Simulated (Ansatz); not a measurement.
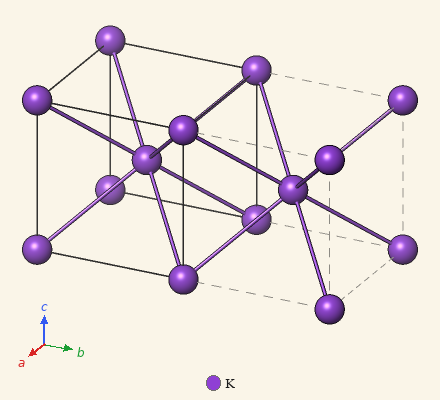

The structure, seen along [211]; the drawing may span several cells.

Given this structure, the input geometry of an electronic-structure calculation (not necessarily at equilibrium), written in its standard cell:

```
CELL_PARAMETERS angstrom
5.23000 0.00000 0.00000
0.00000 5.23000 0.00000
0.00000 0.00000 5.23000
ATOMIC_POSITIONS crystal
K 0.00000 0.00000 0.00000
K 0.50000 0.50000 0.50000
```

> What does the kinematic electron diffraction pattern along [211] look like at 200 kV (B = 0.8 Å²)?

The spots form a rectangular net whose two shortest vectors correspond to d = 3.70 Å and 1.51 Å, 90.0° apart. They are 0 -1 1 and -2 2 2. The pattern has symmetry 2mm. The lattice centring (I) removes all reflections that break h + k + l = 2n.

Strongest reflections with d > 0.80 Å, one of each family (|F|² from tabulated Gaussian fits of the electron scattering factors, times a small damping for the curvature of the Ewald sphere):

```tsv
hkl	d (Å)	I (strongest = 100)
0 1 -1	3.698	100
0 2 -2	1.849	28
2 -2 -2	1.510	17
2 -1 -3	1.398	13
0 3 -3	1.233	9
2 0 -4	1.169	7
```

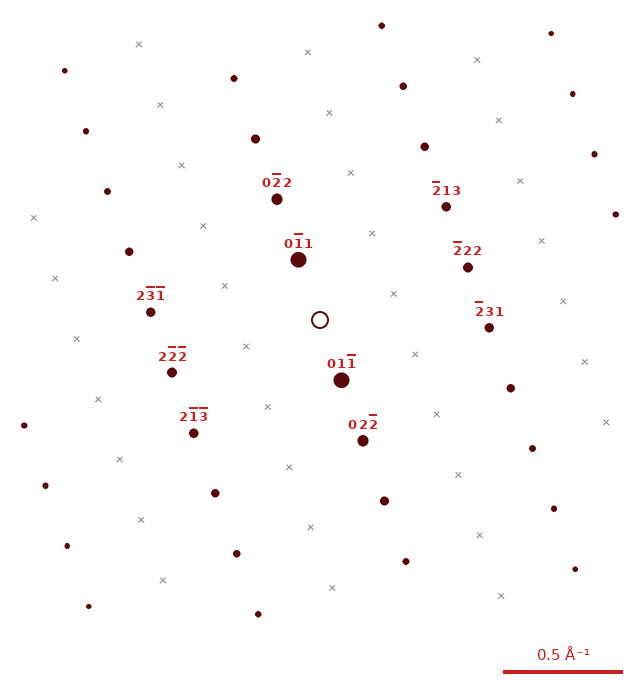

Calculated pattern, seen from the source side with [211] pointing towards the source; crosses mark the places of extinct reflections.
